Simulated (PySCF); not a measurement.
# C3H5F (allyl fluoride) at 6 levels

Wanted: a comparison of 6 runs (B3LYP/6-31G*, BHLYP/def2-SVP, CAM-B3LYP/def2-SVP, M06-2X/def2-SVP, r2SCAN/def2-SVP, SCS-MP2/def2-SVP) of C3H5F (allyl fluoride). The job is set up through a Python script.

The calculation is run with PySCF 2.14.0.

3 further runs of the same task are left out: 3 set aside as unsound or not needed.

## Step 1: The structure to begin with

The species is C3H5F (9 atoms), meant as a singlet with charge 0. SMILES: `C=CCF`. The coordinates come from a PBE0-D4/def2-TZVP relaxation. This is one conformer, not always the lowest.

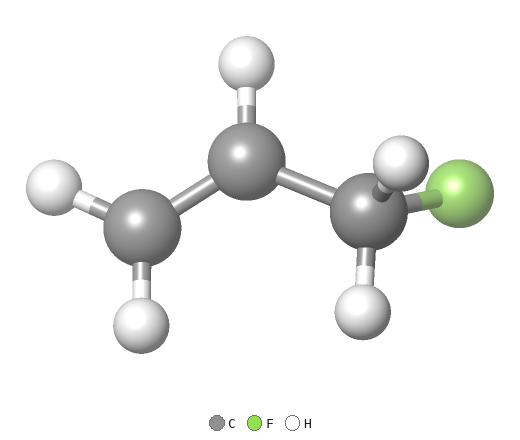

The structure, seen from a chosen angle (carbon grey, fluorine green, hydrogen white).

## Step 2: The energy at B3LYP/6-31G(d) (spherical functions) (run 1)

Input file start.xyz:

```xyz
9
C3H5F
C     -0.578000     1.122500    -0.608000
C      0.352500     0.215400    -0.353400
C      0.200500    -0.852800     0.668500
F      0.430500    -2.098200     0.102300
H     -0.422500     1.909200    -1.336700
H     -1.531700     1.114000    -0.089100
H      1.299800     0.230700    -0.886500
H      0.929800    -0.730800     1.477200
H     -0.806800    -0.852300     1.094700
```

Input file calc.py:

```python
from pyscf import gto, dft

mol = gto.M(
    atom='start.xyz',
    spin=0,
    basis='6-31g*',
    verbose=3,
    max_memory=1860,
)

myscf = dft.RKS(mol)
myscf.xc = 'b3lyp'
myscf.grids.level = 5
myscf.conv_tol = 1e-10
myscf.kernel()
if not myscf.converged:
    myscf = myscf.newton().run(myscf.mo_coeff, myscf.mo_occ)

energy = myscf.e_tot
print(f'total energy: {energy:.8f} hartree')
```

On the command line:

```console
$ OMP_NUM_THREADS=1 python calc.py
```

The program printed:

```text
converged SCF energy = -217.126544022065
total energy: -217.12654402 hartree
```

Wall time 14 s (1 thread of Arm Neoverse V1, shared host); peak memory 0.34 GiB.

## Step 3: The energy at BHLYP/def2-SVP (run 2)

Input file calc.py:

```python
# C=CCF
from pyscf import gto, dft

system = gto.M(
    atom='''
C   -0.578000   1.122500  -0.608000
C    0.352500   0.215400  -0.353400
C    0.200500  -0.852800   0.668500
F    0.430500  -2.098200   0.102300
H   -0.422500   1.909200  -1.336700
H   -1.531700   1.114000  -0.089100
H    1.299800   0.230700  -0.886500
H    0.929800  -0.730800   1.477200
H   -0.806800  -0.852300   1.094700
''',
    max_memory=1860,
    basis='def2-svp',
    charge=0,
    spin=0,
    verbose=4,
)

mf = dft.RKS(system)
mf.xc = 'bhandhlyp'
mf.grids.level = 5
mf.conv_tol = 1e-10
mf.kernel()
if not mf.converged:
    mf = mf.newton().run(mf.mo_coeff, mf.mo_occ)

etot = mf.e_tot
print('E(%s) = %.9f' % ('BHLYP', etot))
```

On the command line:

```console
$ OMP_NUM_THREADS=1 python calc.py
```

The program printed:

```text
PySCF version 2.14.0

[... 77 lines left out ...]
converged SCF energy = -216.856231911729
E(BHLYP) = -216.856231912
```

It took 16 s on 1 thread of Arm Neoverse V1, shared host; peak memory 0.4 GiB.

Runs 3 to 5 aren't shown in full; the table further down has their settings and results.

## Step 4: The energy at SCS-MP2/def2-SVP (run 6)

Input file run.py:

```python
from pyscf import gto, mp

system = gto.Mole()
system.atom = [
    ('C', (-0.578000, 1.122500, -0.608000)),
    ('C', (0.352500, 0.215400, -0.353400)),
    ('C', (0.200500, -0.852800, 0.668500)),
    ('F', (0.430500, -2.098200, 0.102300)),
    ('H', (-0.422500, 1.909200, -1.336700)),
    ('H', (-1.531700, 1.114000, -0.089100)),
    ('H', (1.299800, 0.230700, -0.886500)),
    ('H', (0.929800, -0.730800, 1.477200)),
    ('H', (-0.806800, -0.852300, 1.094700)),
]
system.verbose = 4
system.max_memory = 1860
system.basis = 'def2-svp'
system.build()

myscf = system.RHF()
myscf.conv_tol = 1e-10
myscf.kernel()
if not myscf.converged:
    myscf = myscf.newton().run(myscf.mo_coeff, myscf.mo_occ)

pt = mp.MP2(myscf, frozen=4).run()
e_tot = myscf.e_tot + 1.2 * pt.e_corr_os + pt.e_corr_ss / 3
print('E(%s) = %.9f' % ('SCS-MP2', e_tot))
```

On the command line:

```console
$ OMP_NUM_THREADS=1 python run.py
```

The program printed:

```text
PySCF version 2.14.0

[INPUT] num. atoms = 9
[INPUT] num. electrons = 32
[INPUT] charge = 0
[INPUT] spin (= nelec alpha-beta = 2S) = 0
[INPUT] symmetry False subgroup None
[INPUT] Mole.unit = angstrom
[INPUT] Symbol           X                Y                Z      unit          X                Y                Z       unit  Magmom
[INPUT]  1 C     -0.578000000000   1.122500000000  -0.608000000000 AA   -1.092261699999   2.121217574824  -1.148953483736 Bohr   0.0
[INPUT]  2 C      0.352500000000   0.215400000000  -0.353400000000 AA    0.666128458909   0.407047007231  -0.667829212421 Bohr   0.0
[INPUT]  3 C      0.200500000000  -0.852800000000   0.668500000000 AA    0.378890087975  -1.611558439029   1.263281914272 Bohr   0.0
[INPUT]  4 F      0.430500000000  -2.098200000000   0.102300000000 AA    0.813527096625  -3.965023354562   0.193318982543 Bohr   0.0
[INPUT]  5 H     -0.422500000000   1.909200000000  -1.336700000000 AA   -0.798409287629   3.607865117020  -2.525996910706 Bohr   0.0
[INPUT]  6 H     -1.531700000000   1.114000000000  -0.089100000000 AA   -2.894493504996   2.105154902765  -0.168374597699 Bohr   0.0
[INPUT]  7 H      1.299800000000   0.230700000000  -0.886500000000 AA    2.456266016710   0.435959816937  -1.675242209427 Bohr   0.0
[INPUT]  8 H      0.929800000000  -0.730800000000   1.477200000000 AA    1.757067350621  -1.381011851832   2.791503431208 Bohr   0.0
[INPUT]  9 H     -0.806800000000  -0.852300000000   1.094700000000 AA   -1.524631037299  -1.610613575967   2.068683188561 Bohr   0.0

nuclear repulsion = 114.580608300851
number of shells = 39
number of NR pGTOs = 131
number of NR cGTOs = 81
basis = def2-svp
ecp = {}

******** <class 'pyscf.scf.hf.RHF'> ********
method = RHF
initial guess = minao
damping factor = 0
level_shift factor = 0
DIIS = <class 'pyscf.scf.diis.CDIIS'>
diis_start_cycle = 1
diis_space = 8
diis_damp = 0
SCF conv_tol = 1e-10
SCF conv_tol_grad = None
SCF max_cycles = 50
direct_scf = True
direct_scf_tol = 1e-13
Set gradient conv threshold to 1e-05
Initial guess from minao.
init E= -216.211061090326
  HOMO = -0.280707936504465  LUMO = 0.0385230304772755  gap/eV = 8.68672
cycle= 1 E= -215.67646165838  delta_E= 0.535  |g|= 0.556  |ddm|= 2.74
  HOMO = -0.417607774616985  LUMO = 0.116653831032134  gap/eV = 14.53800
cycle= 2 E= -215.738568800735  delta_E= -0.0621  |g|= 0.298  |ddm|= 0.622
  HOMO = -0.391635795113867  LUMO = 0.144479340479151  gap/eV = 14.58844
cycle= 3 E= -215.754203602139  delta_E= -0.0156  |g|= 0.0544  |ddm|= 0.228
  HOMO = -0.386892517839482  LUMO = 0.151663030324539  gap/eV = 14.65484
cycle= 4 E= -215.755134769423  delta_E= -0.000931  |g|= 0.0112  |ddm|= 0.075
  HOMO = -0.388050680981133  LUMO = 0.150617700203075  gap/eV = 14.65791
cycle= 5 E= -215.755172573846  delta_E= -3.78e-05  |g|= 0.00256  |ddm|= 0.0156
  HOMO = -0.387931008701616  LUMO = 0.150681350894573  gap/eV = 14.65639
cycle= 6 E= -215.755175632925  delta_E= -3.06e-06  |g|= 0.00085  |ddm|= 0.00508
  HOMO = -0.38781999243512  LUMO = 0.150768518156084  gap/eV = 14.65574
cycle= 7 E= -215.755176009387  delta_E= -3.76e-07  |g|= 0.000348  |ddm|= 0.00163
  HOMO = -0.387822124380722  LUMO = 0.150762138900658  gap/eV = 14.65562
cycle= 8 E= -215.755176057959  delta_E= -4.86e-08  |g|= 7.35e-05  |ddm|= 0.000614
  HOMO = -0.387823747939311  LUMO = 0.150760715526943  gap/eV = 14.65563
cycle= 9 E= -215.755176062119  delta_E= -4.16e-09  |g|= 2.08e-05  |ddm|= 0.000192
  HOMO = -0.387821094693182  LUMO = 0.150762794857317  gap/eV = 14.65561
cycle= 10 E= -215.755176062423  delta_E= -3.04e-10  |g|= 7.61e-06  |ddm|= 5.23e-05
  HOMO = -0.387823416108213  LUMO = 0.150761163361386  gap/eV = 14.65563
cycle= 11 E= -215.755176062469  delta_E= -4.69e-11  |g|= 2.61e-06  |ddm|= 2.14e-05
  HOMO = -0.387822668319449  LUMO = 0.150761751671417  gap/eV = 14.65563
Extra cycle  E= -215.755176062471  delta_E= -2.05e-12  |g|= 1.26e-06  |ddm|= 4.94e-06
converged SCF energy = -215.755176062471

******** <class 'pyscf.mp.mp2.RMP2'> ********
nocc = 12, nmo = 77
frozen orbitals 4
E(RMP2) = -216.343443741047  E_corr = -0.588267678575596
E(SCS-RMP2) = -216.337448736436  E_corr = -0.582272673964406
E_corr(same-spin) = -0.142671392684203
E_corr(oppo-spin) = -0.445596285891393
E(SCS-MP2) = -216.337448736
```

Run time: 1.8 s. Hardware: 1 thread of Arm Neoverse V1, shared host; peak memory 0.18 GiB.

## Step 5: All runs side by side

| run | level | integration grid | frozen core orbitals | energy (Eh) | dipole moment (D) of the reference | HOMO energy (eV) | LUMO energy (eV) | wall time |
| --- | --- | --- | --- | --- | --- | --- | --- | --- |
| 1 | B3LYP/6-31G* (spherical functions) | 5 | – | -217.126544 | 1.71 | -7.46 | 0.11 | 14 s |
| 2 | BHLYP/def2-SVP | 5 | – | -216.856232 | 1.96 | -8.99 | 1.21 | 16 s |
| 3 | CAM-B3LYP/def2-SVP | 5 | – | -216.873758 | 1.82 | -9.30 | 1.25 | 21 s |
| 4 | M06-2X/def2-SVP | 5 | – | -216.870524 | 1.89 | -9.22 | 0.97 | 33 s |
| 5 | r2SCAN/def2-SVP | 5 | – | -216.847363 | 1.77 | -7.02 | -0.89 | 36 s |
| 6 | SCS-MP2/def2-SVP | – | 4 | -216.337449 | 2.17 | -10.55 | 4.10 | 1.8 s |

## Step 6: Summary of results

```
                                          quantity          value
                               run 6: total energy  -216.33745 Eh
       run 6: dipole moment (Hartree–Fock density)         2.17 D
        run 6: HOMO energy (Hartree–Fock orbitals)      -10.55 eV
        run 6: LUMO energy (Hartree–Fock orbitals)        4.10 eV
      run 6: HOMO–LUMO gap (Hartree–Fock orbitals)       14.66 eV
run 6: correlation energy (4 core orbitals frozen)     -582.3 mEh
```

What this shows: Over runs 1, 2, 3, 4, 5 the dipole moment (its size) runs from 1.71 D (B3LYP/6-31G*) to 1.96 D (BHLYP/def2-SVP). The two ends differ in method and basis. Over runs 1, 2, 3, 4, 5 the HOMO–LUMO gap runs from 6.12 eV (r2SCAN/def2-SVP) to 10.55 eV (CAM-B3LYP/def2-SVP). Totals of different functionals can't be ranked against each other. All runs together took 2 min, the longest 36 s.
